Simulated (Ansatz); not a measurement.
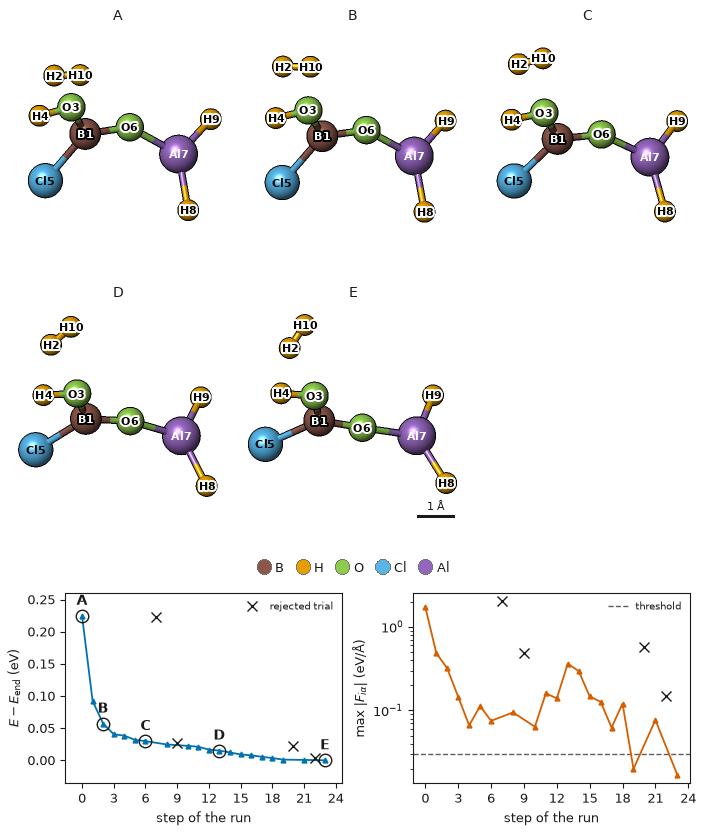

Frames of a relaxation of AlBH$_{5}$O$_{2}$Cl, marked on the history of the run. The picture is a ball-and-stick view, seen at a tilt.

The run prepares an end point of a later path (reaction) calculation, from a guessed geometry.

Level of theory: Ansatz 0.2.0, RKS r2SCAN-D4/def2-SVP.

Input
```yaml
crystal:
  periodic: [false, false, false]
  atoms:
    - { symbol: B, position_ang: [-0.144919, 0.363893, -0.314813] }
    - { symbol: H, position_ang: [0.290611, -0.189958, 1.98088] }
    - { symbol: O, position_ang: [1.137288, 0.153095, -0.68232] }
    - { symbol: H, position_ang: [1.298458, -0.747382, -0.988247] }
    - { symbol: Cl, position_ang: [-1.3443, -0.972659, -0.47739] }
    - { symbol: O, position_ang: [-0.55716, 1.595364, 0.12504] }
    - { symbol: Al, position_ang: [-1.822968, 2.755421, 0.156231] }
    - { symbol: H, position_ang: [-2.926636, 2.719515, -0.98258] }
    - { symbol: H, position_ang: [-1.764139, 3.79659, 1.347413] }
    - { symbol: H, position_ang: [0.178664, 0.51522, 1.921185] }
basis:
  gaussian: { orbitals: def2-SVP }
hamiltonian:
  xc: r2scan
  dispersion: d4
relax:
  f_tol: 0.03
  max_steps: 50
```

Run as
```bash
ansatz run input.yaml --threads 4 --pin off --max-ram 5120MiB --backend cpu --events-out ev --progress --plain --runs-dir out
```

Q: What happens along the run?

A: The atom that moves furthest after the best rigid fit is H10 (0.90 Å). By element the largest moves are H 0.90 Å, O 0.66 Å, Cl 0.56 Å, B 0.29 Å, Al 0.19 Å. Near-neighbour distances that change, for instance: H2–H10 0.716 → 0.759 Å, B1–O6 1.371 → 1.333 Å, O6–Al7 1.717 → 1.706 Å, Al7–H8 1.586 → 1.578 Å. Among the angles between lasting bonds that change: B1–O6–Al7 146.5° → 177.4°. After 19 accepted moves (23 points after the start) the energy has fallen by 0.225 eV. The largest force component goes from 1.7 to 0.017 eV/Å. The line search rejected the trial steps at points 7, 9, 20, 22 of the run. The forces were under the threshold at step 19, but the run went on from there. Cost: 50 s on 4 threads of Arm Neoverse V2, with other jobs on the host, peak memory 0.18 GiB. From step 0 to 2: H2 moves most (0.39 Å), energy −0.168 eV. From step 2 to 6: H2 moves most (0.26 Å), energy −0.027 eV. From step 6 to 13: H8 moves most (0.35 Å), energy −0.015 eV. From step 13 to 23: Cl and O atoms move most (0.21 Å), energy −0.015 eV.

Limits of the set-up: the start holds two separate molecules, 2.2 Å apart at their closest, whose relative position is a soft coordinate.
